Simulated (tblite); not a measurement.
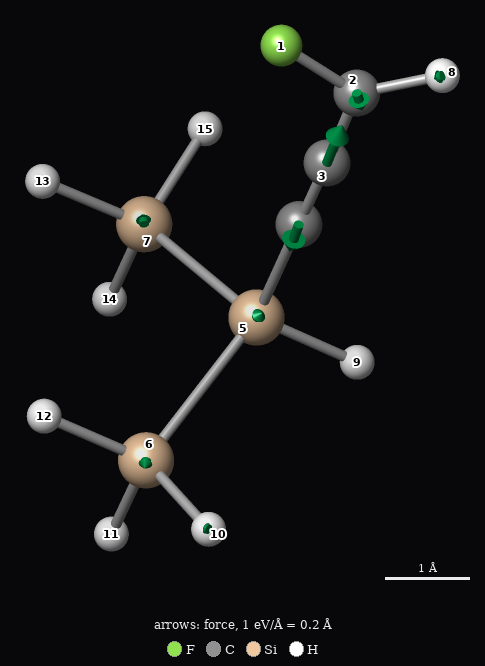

Starting geometry of C$_{3}$H$_{8}$FSi$_{3}$ (multiplicity 2) with the computed forces as green arrows. The picture is a ball-and-stick view, seen from a free direction.

Theory: GFN2-xTB geometry optimisation, gas phase (tblite 0.8.0). 

What follows when this structure is relaxed?

Answer. It isn't relaxed: the largest force vector, on a C atom, is 3.81 eV/Å. The final displacements have little in common with the starting forces (cosine between the two patterns 0.14). After 58 geometry steps the energy has fallen by 20.5 kJ/mol. The atom that moves furthest after the best rigid fit is an H atom (0.22 Å). Largest moves by element: H 0.22 Å, Si 0.16 Å, C 0.11 Å, F 0.10 Å. Some distances before and after: C–C 1.396 → 1.345 Å, C–Si 1.868 → 1.829 Å, Si–Si 2.292 → 2.331 Å, H–Si 1.487 → 1.462 Å. Among the angles between lasting bonds that change: Si–Si–Si 104.3° → 114.6°, C–Si–H 109.8° → 103.0°, Si–Si–H 110.5° → 113.4°.
